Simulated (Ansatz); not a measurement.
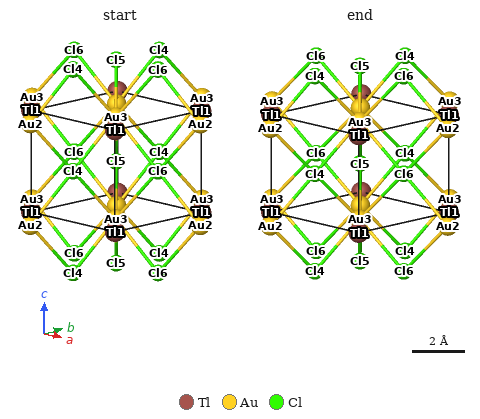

The structure of solid TlAu$_{2}$Cl$_{3}$ (a generated structure, set up in P6/mmm) before (left) and after (right) a relaxation, at one scale.

The picture is a ball-and-stick view of the cell of the calculation, seen from a free direction.

The calculation used DFT PBE, scalar-relativistic, plane waves, PAW; settings changed in Ansatz.

Input file:
```yaml
crystal:
  lattice:
    - [6.59448145, 0.0, 0.0]
    - [-3.29724073, 5.71098846, 0.0]
    - [0.0, 0.0, 3.98053406]
  atoms:
    - { symbol: Tl, position: [0.0, 0.0, 0.0] }
    - { symbol: Au, position: [0.33333333, 0.66666667, 0.0] }
    - { symbol: Au, position: [0.66666667, 0.33333333, 0.0] }
    - { symbol: Cl, position: [0.5, 0.0, 0.5] }
    - { symbol: Cl, position: [0.5, 0.5, 0.5] }
    - { symbol: Cl, position: [0.0, 0.5, 0.5] }
kpoints:
  mp_grid: { grid: [9, 9, 15] }
hamiltonian:
  xc: pbe
scf:
  occupations: { method: gaussian, width: 0.1 }
output:
  forces: true
  eigenvalues: true
  stress: true
relax:
  adjacent_minimum: "off"
  f_tol: 0.01
  max_steps: 80
  cell: { stress_tol: 0.05 }
accuracy: medium
```

Run as
```bash
ansatz run input.yaml --threads 1 --pin off --max-ram 2048MiB --backend cpu --events-out ev --progress --plain --runs-dir out
```

Q: What changed between the two?

A: Over 4 accepted moves (5 points after the start) the energy falls by 79.2 meV per cell of the calculation. All forces vanish by symmetry, so only the cell relaxes. Pressure: 1.06 GPa at the start and 0.00 GPa at the end. At 1 point the geometry stayed and the basis and grid were re-selected for the new cell (energy shift of 0.8 meV per cell of the calculation at most each time). The atoms keep their places relative to the cell (all moves are under 0.005 Å). Cell: a = b 6.594 → 6.888 Å (+4.5 %), c 3.981 → 3.819 Å (−4.1 %). Volume +4.7 %. Among the angles between lasting bonds that change: Cl4–Au2–Cl4 92.5° → 87.7°, Au2–Cl6–Au2 92.5° → 87.7°, Au2–Cl6–Au3 87.5° → 92.3°. The space group stays P6/mmm (No. 191). The run took 2.8 min on 1 thread of Arm Neoverse V2 (shared host), peak memory 0.72 GiB.
